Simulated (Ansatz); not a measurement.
BNH₄OF₂: molecular dynamics (part 5 of 5)

The same run, continued: BNH₄OF₂; RKS LDA/def2-SVP (Ansatz 0.2.0). It belongs to a series of runs on one base structure; here: dynamics from the highest image of the converged band.

Geometry of the input (Å):
```
B  -0.0499  0.3928  0.0443
F  -0.2575  -0.2151  1.7931
F  1.0981  -0.2202  -0.2805
O  -1.2141  0.1249  -0.6021
H  -1.2285  -0.7795  -0.9641
N  0.0573  1.7470  0.6719
H  0.9775  2.1959  0.5968
H  -0.6996  2.3955  0.4250
H  -0.1451  0.8505  1.7419
```

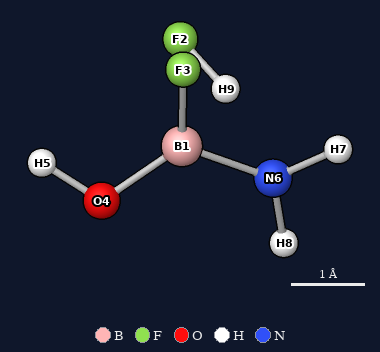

Fig. 1: The geometry at step 176 of the log (ball-and-stick view, seen at a tilt; atoms are numbered from 1 in the order of the input).

## Trajectory as extended XYZ, continued
```
9
Properties=species:S:1:pos:R:3:forces:R:3 step=149 time_fs=74.5 energy=-9639.87082 temperature=205.0
B    -0.0318    0.5296   -0.1408    0.9652  -0.3460   0.4474
F    -0.2886   -0.3331    1.9718    0.0633   0.9991   0.1108
F     1.0899   -0.1932   -0.2692   -0.2056   0.0573  -0.3222
O    -1.2151    0.1332   -0.6094   -0.3910  -0.1658  -0.4586
H    -1.1589   -0.8050   -0.8680   -0.1465  -0.0636  -0.0786
N     0.0921    1.7722    0.5382   -0.3617  -1.7977   0.1162
H     0.9654    2.1692    0.7451    1.9189   0.7499   0.2744
H    -0.6387    2.4217    0.5024   -1.7402   1.4900  -0.0954
H    -0.1840    0.6441    1.7988   -0.1022  -0.9233   0.0061
9
Properties=species:S:1:pos:R:3:forces:R:3 step=151 time_fs=75.5 energy=-9639.90186 temperature=238.1
B    -0.0342    0.5319   -0.1397    1.1177  -0.5519   0.2658
F    -0.2883   -0.3357    1.9780    0.0474   0.8844   0.0714
F     1.0930   -0.1933   -0.2695   -0.3876   0.1620  -0.2800
O    -1.2164    0.1377   -0.6128   -0.3670  -1.0376  -0.6529
H    -1.1591   -0.8231   -0.8603   -0.1788   0.7880   0.1359
N     0.0910    1.7723    0.5338   -0.3151  -1.2841   0.2111
H     0.9810    2.1531    0.7425    1.4153   0.6438   0.1945
H    -0.6570    2.4176    0.5067   -1.2448   1.1792  -0.0346
H    -0.1845    0.6333    1.7803   -0.0872  -0.7840   0.0890
9
Properties=species:S:1:pos:R:3:forces:R:3 step=154 time_fs=77.0 energy=-9639.93537 temperature=274.0
B    -0.0359    0.5344   -0.1377    1.1682  -0.7639  -0.0541
F    -0.2877   -0.3388    1.9874   -0.0218   0.2737   0.1330
F     1.0972   -0.1932   -0.2703   -0.5799   0.2573  -0.2212
O    -1.2187    0.1433   -0.6185   -0.2746  -1.5630  -0.6721
H    -1.1626   -0.8350   -0.8462   -0.1995   1.2792   0.2153
N     0.0891    1.7711    0.5276   -0.1266   0.5812   0.5798
H     1.0259    2.1392    0.7414   -0.3391   0.1157  -0.1481
H    -0.7030    2.4298    0.5126    0.3958  -0.0322   0.0418
H    -0.1866    0.6044    1.7541   -0.0225  -0.1479   0.1255
9
Properties=species:S:1:pos:R:3:forces:R:3 step=156 time_fs=78.0 energy=-9639.88696 temperature=221.6
B    -0.0357    0.5353   -0.1363    1.0888  -0.8205  -0.2594
F    -0.2874   -0.3406    1.9938   -0.0805  -0.2638   0.2365
F     1.0996   -0.1930   -0.2710   -0.6600   0.2881  -0.1876
O    -1.2205    0.1459   -0.6228   -0.1666  -1.2787  -0.5053
H    -1.1673   -0.8284   -0.8343   -0.1980   0.9693   0.1092
N     0.0876    1.7706    0.5239    0.0130   1.4800   0.7771
H     1.0544    2.1322    0.7393   -1.2803  -0.1309  -0.3152
H    -0.7314    2.4394    0.5169    1.2507  -0.6483   0.0550
H    -0.1885    0.5824    1.7381    0.0329   0.4048   0.0897
9
Properties=species:S:1:pos:R:3:forces:R:3 step=159 time_fs=79.5 energy=-9639.82847 temperature=157.9
B    -0.0337    0.5352   -0.1348    0.8324  -0.7981  -0.5060
F    -0.2869   -0.3437    2.0036   -0.1314  -0.7403   0.3375
F     1.1026   -0.1924   -0.2721   -0.7176   0.3019  -0.1490
O    -1.2233    0.1485   -0.6298    0.0559  -0.0565  -0.0848
H    -1.1779   -0.8036   -0.8151   -0.1808  -0.2780  -0.1939
N     0.0855    1.7718    0.5193    0.1432   1.7247   0.8385
H     1.0731    2.1192    0.7306   -1.7518  -0.1648  -0.3481
H    -0.7507    2.4416    0.5244    1.6683  -0.9025   0.0435
H    -0.1905    0.5579    1.7157    0.0818   0.9137   0.0624
9
Properties=species:S:1:pos:R:3:forces:R:3 step=161 time_fs=80.5 energy=-9639.84885 temperature=179.9
B    -0.0314    0.5343   -0.1343    0.5961  -0.7422  -0.6190
F    -0.2867   -0.3462    2.0103   -0.1154  -0.6016   0.2647
F     1.1042   -0.1919   -0.2730   -0.7162   0.2957  -0.1316
O    -1.2251    0.1501   -0.6345    0.2321   0.8239   0.1821
H    -1.1871   -0.7886   -0.8042   -0.1713  -1.1513  -0.3714
N     0.0842    1.7741    0.5170    0.1622   1.1650   0.7132
H     1.0653    2.1086    0.7206   -1.4020   0.0237  -0.2289
H    -0.7441    2.4326    0.5299    1.3465  -0.6199   0.0347
H    -0.1909    0.5518    1.7015    0.0680   0.8067   0.1562
9
Properties=species:S:1:pos:R:3:forces:R:3 step=163 time_fs=81.5 energy=-9639.88847 temperature=222.4
B    -0.0286    0.5327   -0.1344    0.3299  -0.6730  -0.6925
F    -0.2866   -0.3490    2.0171   -0.0676  -0.1711   0.0790
F     1.1054   -0.1911   -0.2739   -0.6820   0.2774  -0.1200
O    -1.2268    0.1522   -0.6392    0.4145   1.1263   0.3158
H    -1.1980   -0.7842   -0.7968   -0.1709  -1.4208  -0.4144
N     0.0830    1.7772    0.5152    0.1388   0.0814   0.4687
H     1.0444    2.0983    0.7086   -0.5397   0.3559  -0.0144
H    -0.7249    2.4178    0.5357    0.5513   0.0088   0.0377
H    -0.1907    0.5532    1.6889    0.0257   0.4151   0.3401
9
Properties=species:S:1:pos:R:3:forces:R:3 step=166 time_fs=83.0 energy=-9639.85915 temperature=190.5
B    -0.0238    0.5292   -0.1356   -0.0821  -0.5395  -0.7383
F    -0.2864   -0.3532    2.0274    0.0108   0.5410  -0.2403
F     1.1065   -0.1898   -0.2754   -0.5707   0.2179  -0.1128
O    -1.2289    0.1564   -0.6458    0.6255   0.1924   0.2513
H    -1.2174   -0.8009   -0.7927   -0.1507  -0.4066  -0.2287
N     0.0814    1.7815    0.5130    0.0729  -1.9447   0.0166
H     1.0071    2.0905    0.6910    1.2104   0.9385   0.3584
H    -0.6899    2.3986    0.5453   -1.0767   1.2386   0.0704
H    -0.1901    0.5613    1.6767   -0.0394  -0.2377   0.6234
9
Properties=species:S:1:pos:R:3:forces:R:3 step=168 time_fs=84.0 energy=-9639.81603 temperature=144.7
B    -0.0207    0.5262   -0.1373   -0.3365  -0.4100  -0.7313
F    -0.2863   -0.3558    2.0342    0.0413   0.8225  -0.3741
F     1.1069   -0.1888   -0.2765   -0.4621   0.1489  -0.1160
O    -1.2298    0.1595   -0.6501    0.6847  -0.7143   0.1540
H    -1.2321   -0.8185   -0.7929   -0.1005   0.5481  -0.0709
N     0.0804    1.7830    0.5116    0.0412  -2.5995  -0.1247
H     0.9941    2.0957    0.6830    1.8034   1.1002   0.4655
H    -0.6769    2.3987    0.5524   -1.6118   1.5940   0.0778
H    -0.1901    0.5648    1.6756   -0.0597  -0.4898   0.7196
9
Properties=species:S:1:pos:R:3:forces:R:3 step=171 time_fs=85.5 energy=-9639.88138 temperature=214.8
B    -0.0166    0.5212   -0.1410   -0.6476  -0.1307  -0.6699
F    -0.2861   -0.3588    2.0439    0.0397   0.8147  -0.3809
F     1.1071   -0.1871   -0.2783   -0.2694   0.0013  -0.1338
O    -1.2304    0.1631   -0.6562    0.6788  -1.4602   0.0858
H    -1.2559   -0.8333   -0.7944   -0.0050   1.3200   0.0498
N     0.0789    1.7820    0.5094    0.1149  -1.4538   0.1526
H     1.0048    2.1223    0.6789    0.8559   0.6590   0.2566
H    -0.6843    2.4255    0.5643   -0.7228   0.7150  -0.0227
H    -0.1911    0.5613    1.6868   -0.0445  -0.4654   0.6625
9
Properties=species:S:1:pos:R:3:forces:R:3 step=173 time_fs=86.5 energy=-9639.91837 temperature=255.1
B    -0.0146    0.5176   -0.1442   -0.7940   0.1067  -0.5935
F    -0.2859   -0.3603    2.0502    0.0092   0.5343  -0.2647
F     1.1071   -0.1859   -0.2795   -0.1403  -0.1116  -0.1516
O    -1.2303    0.1646   -0.6603    0.6568  -1.3542   0.1160
H    -1.2719   -0.8285   -0.7949    0.0338   1.1983   0.0322
N     0.0781    1.7799    0.5080    0.2635  -0.0328   0.4877
H     1.0238    2.1486    0.6796   -0.3119   0.1133   0.0141
H    -0.6994    2.4534    0.5721    0.2901  -0.2634  -0.1412
H    -0.1923    0.5534    1.7022   -0.0071  -0.1907   0.5011
9
Properties=species:S:1:pos:R:3:forces:R:3 step=176 time_fs=88.0 energy=-9639.86973 temperature=202.8
B    -0.0129    0.5125   -0.1500   -0.9063   0.4936  -0.4199
F    -0.2856   -0.3621    2.0594   -0.0605  -0.1200  -0.0047
F     1.1069   -0.1844   -0.2815    0.0191  -0.2656  -0.1811
O    -1.2294    0.1653   -0.6662    0.6607  -0.3271   0.2636
H    -1.2953   -0.8020   -0.7954    0.0054   0.1217  -0.1209
N     0.0771    1.7771    0.5066    0.4709   1.4622   0.8198
H     1.0443    2.1886    0.6803   -1.4639  -0.5525  -0.2372
H    -0.7149    2.4884    0.5810    1.2040  -1.2554  -0.2849
H    -0.1941    0.5394    1.7337    0.0706   0.4430   0.1654
9
Properties=species:S:1:pos:R:3:forces:R:3 step=178 time_fs=89.0 energy=-9639.84007 temperature=170.9
B    -0.0128    0.5097   -0.1543   -0.8996   0.7279  -0.2659
F    -0.2855   -0.3633    2.0654   -0.0976  -0.4637   0.1218
F     1.1067   -0.1835   -0.2830    0.0870  -0.3389  -0.1994
O    -1.2283    0.1654   -0.6700    0.6847   0.6164   0.3819
H    -1.3109   -0.7813   -0.7970   -0.0655  -0.8501  -0.2560
N     0.0769    1.7762    0.5063    0.5249   1.7121   0.8511
H     1.0419    2.2096    0.6783   -1.5964  -0.7557  -0.2865
H    -0.7121    2.4980    0.5837    1.2491  -1.4218  -0.3253
H    -0.1946    0.5345    1.7571    0.1133   0.7738  -0.0217
9
Properties=species:S:1:pos:R:3:forces:R:3 step=180 time_fs=90.0 energy=-9639.86595 temperature=199.0
B    -0.0135    0.5074   -0.1589   -0.8192   0.9064  -0.0885
F    -0.2854   -0.3648    2.0716   -0.1040  -0.5030   0.1356
F     1.1066   -0.1828   -0.2845    0.1178  -0.3794  -0.2144
O    -1.2268    0.1659   -0.6735    0.6586   1.1740   0.4307
H    -1.3270   -0.7685   -0.8010   -0.1143  -1.4163  -0.3316
N     0.0770    1.7766    0.5067    0.4997   1.3124   0.7321
H     1.0246    2.2235    0.6737   -1.2122  -0.7255  -0.2423
H    -0.6976    2.4943    0.5833    0.8470  -1.1739  -0.3146
H    -0.1940    0.5368    1.7804    0.1266   0.8052  -0.1070
9
Properties=species:S:1:pos:R:3:forces:R:3 step=183 time_fs=91.5 energy=-9639.93041 temperature=267.9
B    -0.0158    0.5056   -0.1659   -0.5570   1.0329   0.1940
F    -0.2854   -0.3674    2.0809   -0.0516   0.0492  -0.0253
F     1.1066   -0.1820   -0.2871    0.0957  -0.3781  -0.2285
O    -1.2238    0.1679   -0.6783    0.3582   0.5506   0.2594
H    -1.3530   -0.7733   -0.8127    0.0152  -0.7626  -0.2203
N     0.0778    1.7785    0.5080    0.3229  -0.4485   0.3304
H     0.9799    2.2324    0.6627    0.2493  -0.2166  -0.0257
H    -0.6634    2.4700    0.5773   -0.5188  -0.0773  -0.2151
H    -0.1909    0.5534    1.8136    0.0862   0.2503  -0.0689
9
Properties=species:S:1:pos:R:3:forces:R:3 step=185 time_fs=92.5 energy=-9639.88182 temperature=215.4
B    -0.0180    0.5055   -0.1704   -0.3035   1.0252   0.3672
F    -0.2854   -0.3691    2.0871   -0.0003   0.5654  -0.1522
F     1.1067   -0.1818   -0.2889    0.0432  -0.3462  -0.2329
O    -1.2215    0.1697   -0.6814    0.0106  -0.3806   0.0436
H    -1.3704   -0.7867   -0.8233    0.2166   0.2045  -0.0551
N     0.0786    1.7796    0.5093    0.1155  -1.9007   0.0424
H     0.9510    2.2350    0.6548    1.4409   0.2943   0.1488
H    -0.6448    2.4512    0.5706   -1.5652   0.8043  -0.1377
H    -0.1877    0.5684    1.8348    0.0420  -0.2662  -0.0240
9
Properties=species:S:1:pos:R:3:forces:R:3 step=188 time_fs=94.0 energy=-9639.81672 temperature=145.5
B    -0.0218    0.5071   -0.1764    0.1272   0.9085   0.5553
F    -0.2854   -0.3712    2.0963    0.0536   1.0784  -0.2398
F     1.1068   -0.1817   -0.2919   -0.0684  -0.2794  -0.2361
O    -1.2181    0.1719   -0.6859   -0.4771  -1.3122  -0.2264
H    -1.3920   -0.8011   -0.8398    0.4740   1.1793   0.1353
N     0.0799    1.7787    0.5112   -0.2390  -2.4221  -0.0412
H     0.9350    2.2450    0.6458    2.0104   0.5669   0.2076
H    -0.6461    2.4382    0.5581   -1.8742   1.0682  -0.1200
H    -0.1823    0.5849    1.8661   -0.0065  -0.7876  -0.0346
9
Properties=species:S:1:pos:R:3:forces:R:3 step=190 time_fs=95.0 energy=-9639.87342 temperature=206.1
B    -0.0242    0.5092   -0.1799    0.3961   0.7881   0.6168
F    -0.2854   -0.3719    2.1023    0.0594   1.1102  -0.2143
F     1.1068   -0.1819   -0.2940   -0.1507  -0.2340  -0.2371
O    -1.2162    0.1724   -0.6890   -0.6572  -1.3255  -0.2976
H    -1.4011   -0.7979   -0.8495    0.5235   1.2044   0.1621
N     0.0807    1.7760    0.5124   -0.3530  -1.2396   0.1524
H     0.9476    2.2580    0.6422    1.1799   0.1714   0.0697
H    -0.6689    2.4421    0.5483   -0.9841   0.3577  -0.1537
H    -0.1788    0.5872    1.8866   -0.0138  -0.8328  -0.0982
9
Properties=species:S:1:pos:R:3:forces:R:3 step=193 time_fs=96.5 energy=-9639.90248 temperature=237.7
B    -0.0271    0.5136   -0.1840    0.7010   0.5868   0.6235
F    -0.2853   -0.3719    2.1111    0.0141   0.6564  -0.0786
F     1.1067   -0.1823   -0.2975   -0.2695  -0.1681  -0.2353
O    -1.2140    0.1718   -0.6941   -0.6141  -0.3930  -0.1888
H    -1.4056   -0.7734   -0.8613    0.3660   0.2763   0.0198
N     0.0813    1.7708    0.5145   -0.3126   0.9191   0.4231
H     0.9838    2.2787    0.6375   -0.5392  -0.6498  -0.1669
H    -0.7173    2.4516    0.5309    0.6315  -0.8210  -0.1485
H    -0.1736    0.5766    1.9153    0.0229  -0.4067  -0.2483
9
Properties=species:S:1:pos:R:3:forces:R:3 step=195 time_fs=97.5 energy=-9639.84729 temperature=178.1
B    -0.0283    0.5172   -0.1860    0.8219   0.4433   0.5910
F    -0.2852   -0.3715    2.1168   -0.0467   0.1114   0.0447
F     1.1064   -0.1828   -0.2999   -0.3385  -0.1239  -0.2312
O    -1.2131    0.1711   -0.6976   -0.4195   0.6239  -0.0004
H    -1.4041   -0.7524   -0.8688    0.1590  -0.7288  -0.1640
N     0.0814    1.7679    0.5162   -0.2649   1.7139   0.4600
H     1.0039    2.2859    0.6327   -1.2707  -0.9636  -0.2409
H    -0.7442    2.4499    0.5174    1.2834  -1.1960  -0.0965
H    -0.1699    0.5640    1.9317    0.0761   0.1198  -0.3628
9
Properties=species:S:1:pos:R:3:forces:R:3 step=198 time_fs=99.0 energy=-9639.82152 temperature=150.6
B    -0.0287    0.5233   -0.1882    0.8878   0.1836   0.5179
F    -0.2852   -0.3709    2.1256   -0.1307  -0.5829   0.1848
F     1.1057   -0.1835   -0.3038   -0.4145  -0.0552  -0.2206
O    -1.2120    0.1708   -0.7028   -0.1984   1.5140   0.2101
H    -1.3993   -0.7361   -0.8833   -0.0048  -1.5572  -0.3332
N     0.0813    1.7657    0.5194   -0.2577   1.6531   0.3320
H     1.0110    2.2796    0.6213   -1.4342  -0.9112  -0.2104
H    -0.7614    2.4260    0.4958    1.4025  -1.0398   0.0083
H    -0.1628    0.5489    1.9494    0.1500   0.7956  -0.4888
9
Properties=species:S:1:pos:R:3:forces:R:3 step=200 time_fs=100.0 energy=-9639.88872 temperature=223.0
B    -0.0279    0.5276   -0.1890    0.8629  -0.0373   0.4581
F    -0.2852   -0.3708    2.1315   -0.1310  -0.6024   0.1876
F     1.1050   -0.1840   -0.3065   -0.4412  -0.0084  -0.2109
O    -1.2115    0.1716   -0.7062   -0.2475   1.0993   0.1557
H    -1.3959   -0.7426   -0.8968    0.1182  -1.0661  -0.2340
N     0.0810    1.7657    0.5218   -0.2887   0.8222   0.1923
H     0.9988    2.2644    0.6111   -0.9095  -0.5290  -0.1166
H    -0.7562    2.3975    0.4814    0.8913  -0.4908   0.0611
H    -0.1565    0.5473    1.9556    0.1455   0.8124  -0.4932
```

## Results in brief

```csv
quantity,value
outcome,finished
mean temperature over the second half,202 K
trajectory,"200 steps, 100 fs"
ensemble,nve
temperature in the input,300.0 K
time step,0.5 fs
potential energy (last step),−9639.8887 eV
mean-field energy (last step),−9639.8887 eV
largest force (length of the vector) (last step),1.138 eV/Å
wall time,2 min (CPU time 3.7 min)
peak memory,0.13 GiB
```

So short a trajectory is not equilibrated.
